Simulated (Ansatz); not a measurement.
# MoHO+ (quintet): inputs that go wrong

3 inputs are run for MoHO+ (quintet) as typed; the log has to tell whether the result can be used and what must change.

Method: the settings change from run to run; program: Ansatz 0.2.0, Gaussian basis.

26 further runs of the same task are left out: 9 for a known fault of the program, 8 that didn't finish, 9 set aside as unsound or not needed.

## (1) The system

The geometry is a PBE0/def2-TZVP stationary point (not a proven minimum) of the parent state, kept for this charge and spin. No spin-orbit coupling is included. Elements past krypton take def2 core potentials.

3 atoms, charge 1, spin multiplicity 5.

Atoms are counted from 1 here; the program's logs count them from 0.

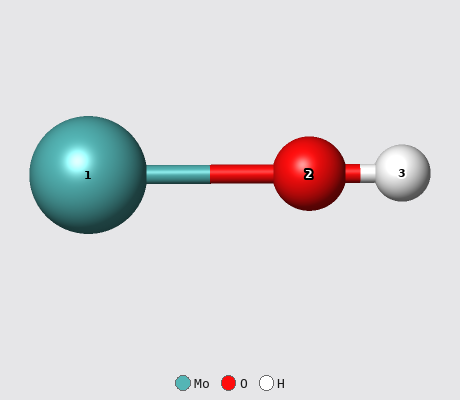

The geometry (molybdenum teal, oxygen red, hydrogen white); atoms are numbered from 1 in the order of the file.

## (2) Attempt 1

in.yaml

```yaml
crystal:
  periodic: [false, false, false]
  atoms:
    - {symbol: Mo, position_ang: [0.000000, 0.000000, 1.877700]}
    - {symbol: O, position_ang: [0.000000, 0.000000, -0.450800]}
    - {symbol: H, position_ang: [0.000000, 0.000000, -1.426900]}
basis:
  gaussian: {orbitals: def2-SVP}
total_charge: 1
magnetization: {spin_polarized: false, initial_magnetization: 4}
correlation: {method: dmrg, electrons: outside_noble_gas}
```

On the command line:

```sh
ansatz run in.yaml --threads 1 --pin off --events-out ev --progress --plain --max-ram 2393MiB
```

The program printed:

```text
Error: YAML parse error: error: line 11 column 23: unknown variant `dmrg`, expected one of mp2, rpa, ccsd, ccsd_t, bccd, bccd_t, ccsdt, ccsdt_q, ccsdt_q_b, ccsdtq, fci, sc_nevpt2, fic_nevpt4_sd, fic_mrcisd_q, fic_mrcisd_q_relaxed
  --> <input>:11:23
   |
 9 | total_charge: 1
10 | magnetization: {spin_polarized: false, initial_magnetization: 4}
11 | correlation: {method: dmrg, electrons: outside_noble_gas}
   |                       ^ unknown variant `dmrg`, expected one of mp2, rpa, ccsd, ccsd_t, bccd, bccd_t, ccsdt, ccsdt_q, ccsdt_q_b, ccsdtq, fci, sc_nevpt2, fic_nevpt4_sd, fic_mrcisd_q, fic_mrcisd_q_relaxed
```

It took 0.03 s on 1 thread of Arm Neoverse V2, shared host.

What is wrong: The run was refused. The method's name isn't one that the program knows. To mend it, name one from the list in the message.

## (3) Attempt 2

in.yaml

```yaml
crystal:
  periodic: [false, false, false]
  atoms:
    - {symbol: Mo, position_ang: [0.000000, 0.000000, 1.877700]}
    - {symbol: O, position_ang: [0.000000, 0.000000, -0.450800]}
    - {symbol: H, position_ang: [0.000000, 0.000000, -1.426900]}
basis:
  gaussian: {orbitals: def2-SVP}
total_charge: 1
magnetization: {spin_polarized: false, initial_magnetization: 4}
correlation: {method: sc_nevpt2, electrons: outside_noble_gas, active_space: {window: {electrons: 40, orbitals: 30}}}
```

The command is unchanged.

The program printed:

```text
Functional definition: HF
  name "HF"
  cite "Fock, Z. Phys. 61, 126 (1930) doi:10.1007/BF01340294"
  parent pbe
  exchange = exact_x
  correlation = 0
508 factors; integrals over basis functions are off by at most 1.2e-3 eV
mean field evaluation 1: about -3867.3104 eV, gradient 7.0e1 eV
mean field evaluation 2: about -3867.3793 eV, gradient 7.0e1 eV
mean field evaluation 4: about -3871.1637 eV, gradient 4.7e1 eV
mean field evaluation 8: about -3879.4405 eV, gradient 7.4e-1 eV
mean field evaluation 16: about -3879.5071 eV, gradient 2.9e-6 eV
mean field evaluation 32: about -3880.3054 eV, gradient 3.6e-1 eV
mean field evaluation 64: about -3874.3471 eV, gradient 3.9e1 eV
mean field evaluation 96: about -3879.5828 eV, gradient 5.8e-1 eV
mean field evaluation 128: about -3878.9752 eV, gradient 4.7e-1 eV
mean field evaluation 160: about -3878.1236 eV, gradient 1.2e1 eV
mean field evaluation 192: about -3878.6289 eV, gradient 4.9e0 eV
mean field evaluation 224: about -3878.8125 eV, gradient 5.4e-1 eV
mean field evaluation 256: about -3879.6453 eV, gradient 2.1e0 eV
mean field evaluation 288: about -3876.2809 eV, gradient 3.1e1 eV
mean field evaluation 320: about -3878.3850 eV, gradient 1.4e0 eV
mean field evaluation 352: about -3879.2750 eV, gradient 5.1e-2 eV
mean field evaluation 384: about -3880.3231 eV, gradient 6.9e-2 eV
mean field -3880.32317287 eV, -142.5992464255 hartree, gradient 1.7e-6 eV, S^2 6.000000; 18 other end points of the search recorded, 0 dependent functions left out
reference -3880.32317287 eV, -142.5992464255 hartree; 13, 9 occupied and 37, 41 virtual orbitals, 508 factors
Error: 40 electrons in 30 orbitals form no window around the highest filled level of the reference
```

It took 3.1 s on 1 thread of Arm Neoverse V2, shared host.

Diagnosis: The run stopped with an error. The active window can't be built from these electrons and orbitals. To mend it, choose counts that fit the spin, the electrons and the basis.

## (4) Attempt 3

in.yaml

```yaml
crystal:
  periodic: [false, false, false]
  atoms:
    - {symbol: Mo, position_ang: [0.050000, 0.000000, -0.400800]}
    - {symbol: O, position_ang: [0.000000, 0.000000, -0.450800]}
    - {symbol: H, position_ang: [0.000000, 0.000000, -1.426900]}
basis:
  gaussian: {orbitals: def2-SVP}
total_charge: 1
magnetization: {spin_polarized: true, initial_magnetization: 4}
correlation: {method: ccsd_t, electrons: valence}
```

Launched as before.

The program printed, cut to the lines that bear on the results:

```text
Functional definition: HF
  name "HF"
  cite "Fock, Z. Phys. 61, 126 (1930) doi:10.1007/BF01340294"
  parent pbe
[...]
504 factors; integrals over basis functions are off by at most 8.6e-4 eV
[...]
a density is far from that of the atoms, so the factors are made again for it
530 factors; integrals over basis functions are off by at most 5.7e-4 eV
[...]
mean field 17680.20692170 eV, 649.7356202978 hartree, gradient 1.3e-6 eV, S^2 6.005043; 1 other end points of the search recorded, 0 dependent functions left out
1 core orbitals not correlated: weight in the atoms' cores, before any rotation towards them, 0.047 or more for the frozen orbitals, at most 0.006 for the correlated occupied ones
reference 17680.20692170 eV, 649.7356202978 hartree; 12, 8 occupied and 37, 41 virtual orbitals, 530 factors
second order -5.27695617 eV of doubles, -0.00000000 eV of singles
cycle   1  -5.18220786 eV  change    9.5e-2 eV  update   4.0e-2
[...]
cycle   7  -5.29650581 eV  change   -3.6e-6 eV  update   9.5e-6
perturbative correction -0.08723087 eV, -0.0032056752 hartree
Total energy: 17674.82318503 eV, 649.5377716242 hartree
```

It took 2.2 s on 1 thread of Arm Neoverse V2, shared host.

What is wrong: The run converged, which proves nothing about the input. One atom lies on top of another. The shortest distance is 0.07 Å, against 0.98 Å in the geometry of step 1. Its energy belongs to another geometry. Fix: restore its position.

## (5) Summary

```
attempt                    level                ended                                                               cause    time
      1          'dmrg'/def2-SVP              refused                  the method's name isn't one that the program knows  0.03 s
      2   NEVPT2(40,30)/def2-SVP  stopped by an error  the active window can't be built from these electrons and orbitals   3.1 s
      3  CCSD(T) on UHF/def2-SVP            converged                                     one atom lies on top of another   2.2 s
```

1 refused, 1 stopped by an error, 1 converged. The input that converges on a wrong geometry or spin is the dangerous one: no error points at it, so geometry and ⟨S²⟩ have to be checked.
